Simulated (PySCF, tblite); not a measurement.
# C6H7NO+ (doublet): geometry, infrared bands and EPR parameters

What infrared bands and EPR parameters should C6H7NO+ (doublet) (`[CH2+][C](C#N)/C=C\CO`) show?

The runs use tblite 0.8.0 and PySCF 2.14.0, with density-fitted response routines of our own; the level of theory stands in each step. All values are computed, except where a source is named. Atoms are numbered from 0 throughout.

## 1. The molecule as given

15 atoms, charge 1, multiplicity 2; geometry from: force field or distance geometry start.

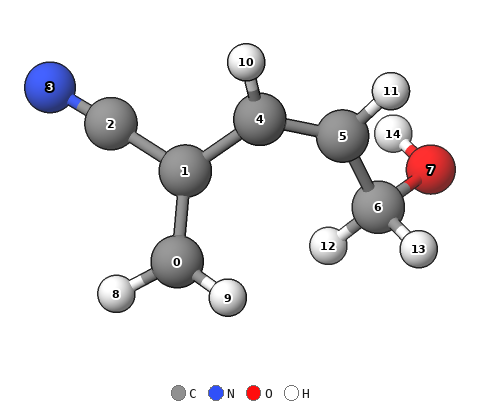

As it starts; carbon grey, nitrogen blue, oxygen red, hydrogen white, atoms numbered.

## 2. Optimising the geometry with GFN2-xTB

What the job is given:

```
{"job": {"kind": "relax", "xc": "GFN2-xTB", "basis": "xTB"}, "charge": 1, "multiplicity": 2}
C     -2.023300     0.177900    -0.113000
C     -1.002200     0.258100     0.886100
C     -1.224700     1.092500     2.033600
N     -1.428500     1.784600     2.941200
C      0.173300    -0.605900     0.949500
C      1.043000    -0.839700    -0.053700
C      1.069100    -0.252900    -1.429300
O      2.364700     0.296400    -1.644700
H     -2.925400     0.778400    -0.018700
H     -1.972900    -0.555800    -0.900600
H      0.348100    -1.094100     1.900200
H      1.863800    -1.531000     0.156000
H      0.327500     0.537500    -1.570700
H      0.901200    -1.041500    -2.170700
H      2.481800     1.003700    -0.987100
```

Run with:

```
$ OMP_NUM_THREADS=1 python probes_run.py task.json out
```

One launch serves the whole session: the jobs run in the order shown.

The log of the run:

```text
step      E/eV     max force
  0    -619.50848    3.004
  1    -619.58489    5.518
  2    -619.61348    2.961
  3    -619.69882    1.326
  4    -619.72346    0.563
  5    -619.73913    0.572
  6    -619.75424    0.346
  7    -619.76311    0.256
  8    -619.77453    0.392
  9    -619.78174    0.302
 10    -619.78671    0.173
 11    -619.79066    0.185
 12    -619.79566    0.258
 13    -619.80187    0.294
 14    -619.80923    0.273
 15    -619.81723    0.227
 16    -619.82585    0.242
 17    -619.83594    0.340
 18    -619.85008    0.419
 19    -619.86382    0.613
 20    -619.85521    1.208
 21    -619.88229    0.655
 22    -619.87989    0.366
 23    -619.90242    0.196
 24    -619.91039    0.236
 25    -619.92117    0.512
 26    -619.92940    0.230
 27    -619.93441    0.188
 28    -619.94001    0.172
 29    -619.94718    0.224
 30    -619.95399    0.218
 31    -619.95882    0.427
 32    -619.96399    0.230
 33    -619.96945    0.214
 34    -619.98215    0.454
 35    -619.99035    0.268
 36    -620.00445    0.346
 37    -620.01506    0.211
 38    -620.01905    0.412
 39    -620.02614    0.203
 40    -620.03413    0.156
 41    -620.03722    0.119
 42    -620.04020    0.152
 43    -620.04519    0.235
 44    -620.05074    0.225
 45    -620.05710    0.235
 46    -620.06174    0.193
 47    -620.06806    0.167
 48    -620.07387    0.190
 49    -620.08038    0.172
 50    -620.08392    0.142
 51    -620.08637    0.129
 52    -620.08867    0.163
 53    -620.09177    0.232
 54    -620.09494    0.176
 55    -620.09790    0.137
 56    -620.09973    0.112
 57    -620.10309    0.124
 58    -620.10588    0.137
 59    -620.10807    0.119
 60    -620.10969    0.114
 61    -620.11161    0.132
 62    -620.11389    0.167
 63    -620.11656    0.162
 64    -620.11915    0.156
 65    -620.12214    0.124
 66    -620.12518    0.130
 67    -620.12862    0.118
 68    -620.13055    0.133
 69    -620.13202    0.115
 70    -620.13254    0.126
 71    -620.13393    0.082
 72    -620.13454    0.075
 73    -620.13504    0.053
 74    -620.13537    0.061
 75    -620.13586    0.058
 76    -620.13623    0.051
 77    -620.13653    0.046
 78    -620.13675    0.039
 79    -620.13695    0.034
 80    -620.13716    0.039
 81    -620.13741    0.038
 82    -620.13762    0.040
 83    -620.13771    0.024
 84    -620.13775    0.015
 85    -620.13778    0.013
 86    -620.13781    0.028
 87    -620.13787    0.035
 88    -620.13792    0.032
 89    -620.13796    0.013
 90    -620.13800    0.016
 91    -620.13806    0.040
 92    -620.13817    0.064
 93    -620.13833    0.074
 94    -620.13846    0.050
 95    -620.13853    0.017
 96    -620.13856    0.012
 97    -620.13858    0.019
 98    -620.13860    0.026
 99    -620.13863    0.024
100    -620.13866    0.016
101    -620.13868    0.012
102    -620.13871    0.012
103    -620.13874    0.017
104    -620.13878    0.017
105    -620.13882    0.011
106    -620.13884    0.012
107    -620.13886    0.012
108    -620.13888    0.011
109    -620.13889    0.009
```

It took 0.71 s on 1 thread of INTEL XEON PLATINUM 8581C at 2.10GHz, shared host.

Step by step: (not every step is listed)

```
step  energy from step 0 (eV)  largest force (eV/Å)
   0                   0.0000                3.0041
   1                  -0.0764                5.5177
   2                  -0.1050                2.9609
   3                  -0.1903                1.3265
   4                  -0.2150                0.5634
   5                  -0.2307                0.5724
   6                  -0.2458                0.3463
   7                  -0.2546                0.2564
   8                  -0.2661                0.3922
  17                  -0.3275                0.3405
  26                  -0.4209                0.2304
  35                  -0.4819                0.2678
  44                  -0.5423                0.2249
  53                  -0.5833                0.2318
  62                  -0.6054                0.1672
  71                  -0.6255                0.0820
  80                  -0.6287                0.0387
  89                  -0.6295                0.0135
  98                  -0.6301                0.0260
 104                  -0.6303                0.0172
 105                  -0.6303                0.0109
 106                  -0.6304                0.0122
 107                  -0.6304                0.0119
 108                  -0.6304                0.0107
 109                  -0.6304                0.0092
```

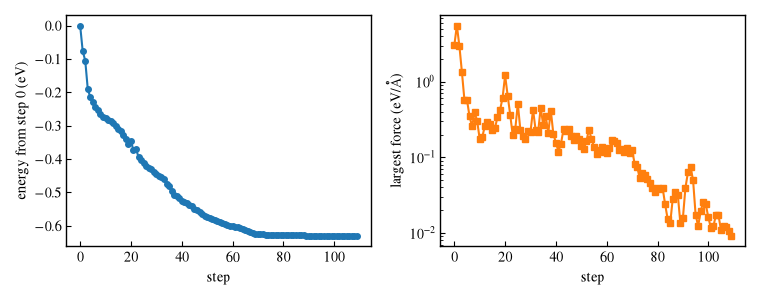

Energy and force, step by step.

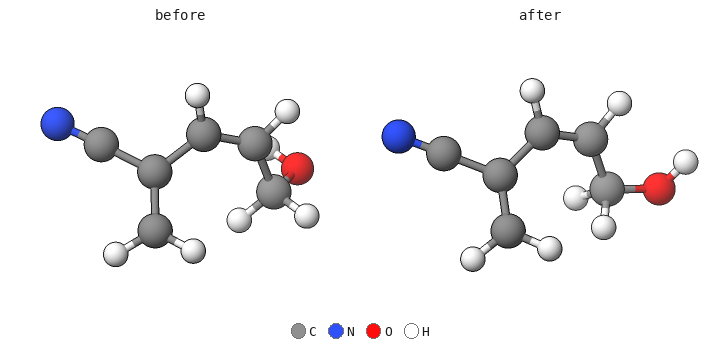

The geometry before (left) and after (right).

Distances of close pairs at the start and the end, largest changes first:

```
  bond  before (Å)  after (Å)  change (Å)
 C0–C1       1.431      1.349      -0.082
 C6–O7       1.424      1.368      -0.056
 C5–C6       1.496      1.472      -0.024
C6–H13       1.095      1.116      +0.021
 C2–N3       1.159      1.140      -0.019
 C1–C4       1.460      1.444      -0.016
C6–H12       1.093      1.108      +0.015
 C4–C5       1.348      1.357      +0.009
```

The final coordinates are the input of the step that follows.

## 3. Infrared spectrum with GFN2-xTB

What the job is given:

```
{"job": {"kind": "ir", "xc": "GFN2-xTB", "basis": "xTB"}, "charge": 1, "multiplicity": 2}
C     -1.930212     0.017336    -0.161327
C     -1.110832     0.136962     0.903078
C     -1.635720     0.758394     2.081743
N     -2.034842     1.292771     3.006754
C      0.241285    -0.348991     1.048544
C      1.201319    -0.419142     0.091967
C      1.132321     0.147077    -1.264507
O      2.176282    -0.086709    -2.116935
H     -2.907680     0.474035    -0.170454
H     -1.687821    -0.612645    -1.003845
H      0.510006    -0.648400     2.055985
H      2.131938    -0.910450     0.357129
H      0.991846     1.245768    -1.231451
H      0.186224    -0.196504    -1.747270
H      2.731469    -0.841512    -1.871322
```

The log of the run:

```text
mode    cm-1     km/mol
  1      17.2      1.35
  2      50.7      9.54
  3     129.4      4.34
  4     169.9      3.19
  5     221.1     93.09
  6     255.5    143.28
  7     290.5      6.33
  8     347.2      8.37
  9     409.4      5.31
 10     506.3     20.22
 11     531.0     11.02
 12     641.2     38.62
 13     643.6     16.45
 14     665.7     26.58
 15     833.1     19.93
 16     842.3      5.63
 17     903.7     21.16
 18     906.7      8.45
 19     918.2     21.37
 20    1019.4    190.94
 21    1083.8     12.18
 22    1141.2    165.65
 23    1177.2     20.55
 24    1188.0    171.25
 25    1228.1      1.05
 26    1258.0     43.77
 27    1299.4    122.32
 28    1339.1     25.02
 29    1363.1     25.28
 30    1526.9      2.09
 31    1548.1      6.37
 32    2385.8    106.83
 33    2663.3     26.30
 34    2807.4     54.91
 35    3035.2      2.98
 36    3047.2     15.55
 37    3075.0     24.72
 38    3114.8     18.10
 39    3452.9    176.51
```

It took 0.46 s on 1 thread of INTEL XEON PLATINUM 8581C at 2.10GHz, shared host.

The strongest bands and the atoms that carry them (share of the mass-weighted mode):

```
cm⁻¹  km/mol                         atoms
 221    93.1             H14 32 %, N3 10 %
 256   143.3    H14 47 %, C2 11 %, C1 10 %
1019   190.9    C5 23 %, C6 21 %, H14 13 %
1141   165.7  H14 35 %, H13 20 %, H12 12 %
1188   171.2     C6 31 %, O7 23 %, C1 17 %
1299   122.3            H12 50 %, H13 33 %
2386   106.8              C2 59 %, N3 40 %
3453   176.5                      H14 94 %
```

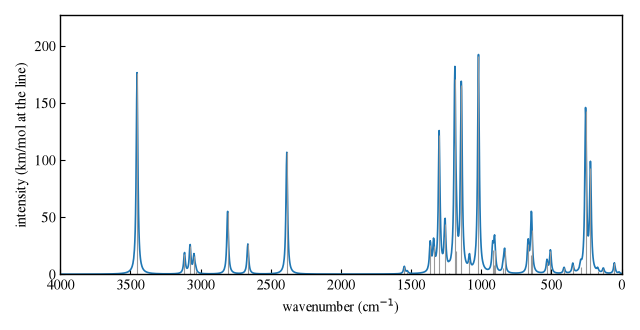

The infrared spectrum from these modes, unscaled. Lines are broadened to a width of 14 cm⁻¹ (Lorentzian).

## 4. EPR parameters: B3LYP/pcH-1

Same as in step 3 but for these lines:

```diff
@@ -1,2 +1,2 @@
-{"job": {"kind": "ir", "xc": "GFN2-xTB", "basis": "xTB"}, "charge": 1, "multiplicity": 2}
+{"job": {"kind": "epr", "basis": "pcH-1"}, "charge": 1, "multiplicity": 2}
 C     -1.930212     0.017336    -0.161327
```

Level: UKS B3LYP, pcH-1 on C H N O, non-relativistic, mean-field spin-orbit, GIAO.

The log of the run:

```text
UKS, coarse grid
  cycle   1  E = -362.30194725  |g| = 5.63e-01
  cycle   2  E = -360.51974882  |g| = 1.79e+00
  cycle   3  E = -362.37927234  |g| = 3.07e-01
  cycle   4  E = -362.42423018  |g| = 1.82e-01
  cycle   5  E = -362.43709101  |g| = 6.32e-02
  cycle   6  E = -362.43854312  |g| = 3.25e-02
  cycle   7  E = -362.43887545  |g| = 1.50e-02
  cycle   8  E = -362.43898392  |g| = 7.46e-03
  cycle   9  E = -362.43901136  |g| = 2.91e-03
  cycle  10  E = -362.43901637  |g| = 1.57e-03
  cycle  11  E = -362.43901703  |g| = 6.36e-04
UKS, final grid
  cycle   1  E = -362.43901859  |g| = 1.23e-03
  cycle   2  E = -362.43901534  |g| = 2.95e-03
  cycle   3  E = -362.43901932  |g| = 3.52e-04
  cycle   4  E = -362.43901939  |g| = 9.43e-05
  cycle   5  E = -362.43901940  |g| = 7.35e-05
  cycle   6  E = -362.43901941  |g| = 4.83e-05
  cycle   7  E = -362.43901941  |g| = 1.38e-05
E = -362.43901941 Eh   <S^2> = 0.7606 (exact 0.7500)
g shifts (ppm)      1          2          3
  rmc          -170       -170       -170
  gc             20         16         26
  oz_so         486       1395       2777
  total         336       1240       2632
hyperfine (MHz)  atom isotope    a_iso     a_fc   dipolar eigenvalues
    0   13C      26.15      26.15    -28.66    -28.23     56.89
    1   13C     -13.98     -13.98     -5.01      0.18      4.83
    2   13C       7.23       7.23     -1.69     -1.25      2.95
    3   14N       0.46       0.46     -2.03     -1.60      3.63
    4   13C       7.01       7.01    -17.39    -15.53     32.92
    5   13C       6.73       6.73    -19.62    -18.01     37.63
    6   13C     -22.82     -22.82     -8.40     -5.48     13.88
    7   17O     -12.30     -12.30    -46.97     22.96     24.00
    8    1H     -22.57     -22.57    -13.56     -2.28     15.84
    9    1H     -20.16     -20.16    -11.35     -2.97     14.32
   10    1H      -0.31      -0.31     -8.32     -3.78     12.11
   11    1H     -11.54     -11.54     -8.26     -3.28     11.54
   12    1H     139.20     139.20     -5.70     -2.03      7.73
   13    1H     244.82     244.82     -8.17     -3.28     11.45
   14    1H     -11.27     -11.27     -9.06     -4.86     13.92
```

Run time: 63 s. Hardware: 1 thread of INTEL XEON PLATINUM 8581C at 2.10GHz, shared host; peak memory 0.97 GiB.

Principal g values 2.00266, 2.00356, 2.00495; g(iso) = 2.00372, against 2.00232 for a free electron.

Hyperfine couplings; where a row names several nuclei, a(iso) is their mean (it holds for fast rotation or exchange) and the dipolar term the largest among them:

```
  nuclei  isotope  a(iso) (MHz)  a(iso) (G, at g = 2.0023)  largest dipolar term (MHz)
H12, H13       1H         192.0                       68.5                        11.4
      C0      13C          26.2                        9.3                        56.9
      C6      13C         -22.8                       -8.1                        13.9
  H8, H9       1H         -21.4                       -7.6                        15.8
      C1      13C         -14.0                       -5.0                        -5.0
      O7      17O         -12.3                       -4.4                       -47.0
     H11       1H         -11.5                       -4.1                        11.5
     H14       1H         -11.3                       -4.0                        13.9
      C2      13C           7.2                        2.6                         2.9
      C4      13C           7.0                        2.5                        32.9
      C5      13C           6.7                        2.4                        37.6
      N3      14N           0.5                        0.2                         3.6
     H10       1H          -0.3                       -0.1                        12.1
```

Mulliken spin populations:

C0 0.35; C1 -0.02; C2 0.00; N3 0.03; C4 0.18; C5 0.22; C6 -0.01; O7 0.14; H8 -0.01; H9 -0.02; H10 0.00; H11 -0.01; H12 0.06; H13 0.09; H14 0.00

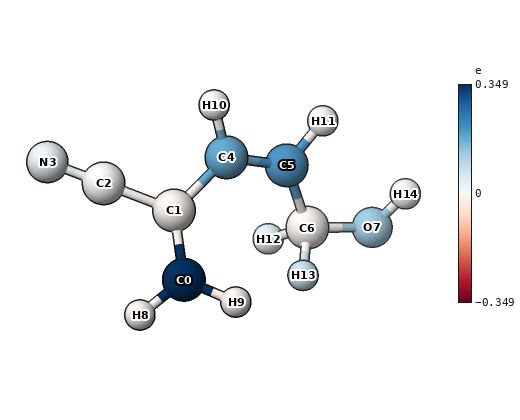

Mulliken spin populations, as colours on the atoms.

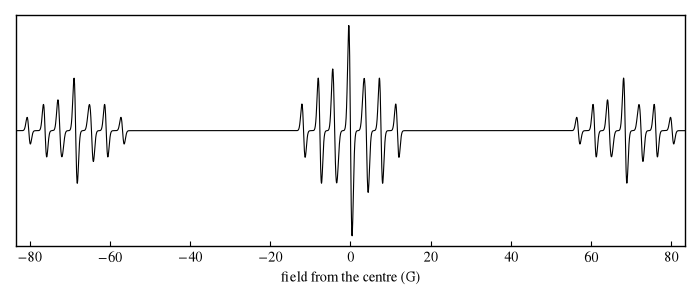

First-order isotropic spectrum (first derivative, main isotopes with spin only, couplings over 0.8 MHz, Gaussian width 0.4 G; couplings of the frozen geometry, rotation of groups not averaged beyond the rows shown).

The fields below are evaluated on a grid from the run's orbitals.

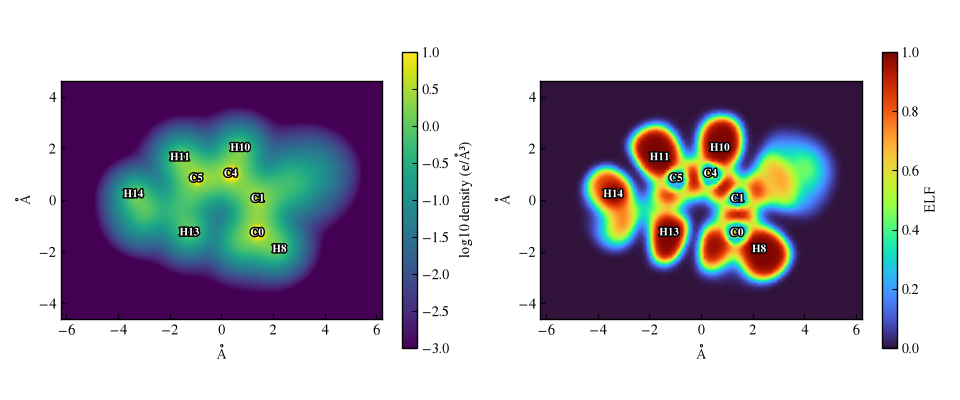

Density (left) and ELF (right) in a plane through or near 9 of the atoms.

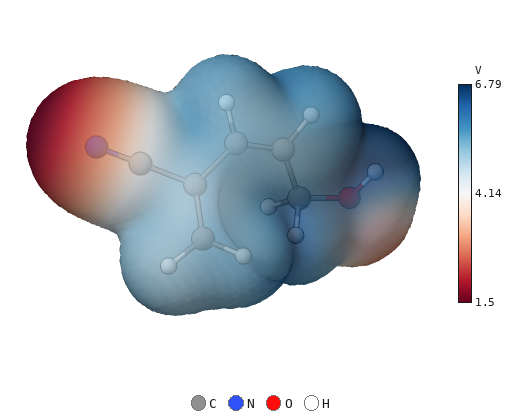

Electrostatic potential on the surface of density 0.002 e/bohr³; red is low, blue high. It runs from 1.50 V near N3 to 6.79 V near H14.

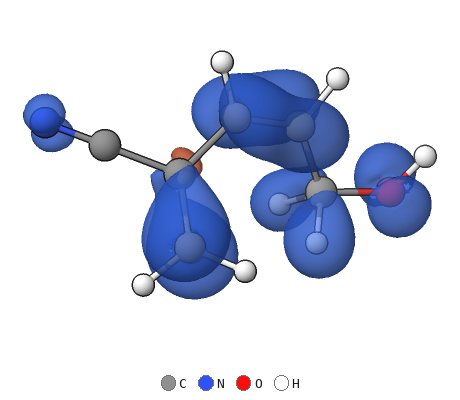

Spin density at ±0.02 e/Å³ (alpha excess blue, beta excess red).

## 5. Outcome

| quantity | value |
| --- | --- |
| strongest single infrared mode (GFN2-xTB) | 1019 cm⁻¹, 191 km/mol |
| zero-point energy (GFN2-xTB) | 68.7 kcal/mol |
| g(iso) (B3LYP) | 2.00372 |
| ⟨S²⟩ | 0.761 (exact 0.75) |
| largest a(iso) (averaged by class) | 1H on H12, H13, 192.0 MHz |

Relaxing lowered the energy by 0.630 eV in 109 steps; the close pair that moved most is C0–C1, from 1.431 to 1.349 Å. No mode is imaginary among the 39: a minimum at this level. The strongest single mode, at 1019 cm⁻¹, is spread over many atoms; the largest shares are those of C5, C6. GFN2-xTB is a fitted tight-binding method: band positions and strengths are rough. Its intensities can rank the bands wrongly. C0 carries the largest spin population, 0.35 e. The isotropic g lies 1.4 ppt above the free-electron value. The conformer search (at its own cheap level) found a structure 18.7 kcal/mol lower, too far down for a turn about a bond: it may have other bonds, so these spectra needn't be the molecule's.
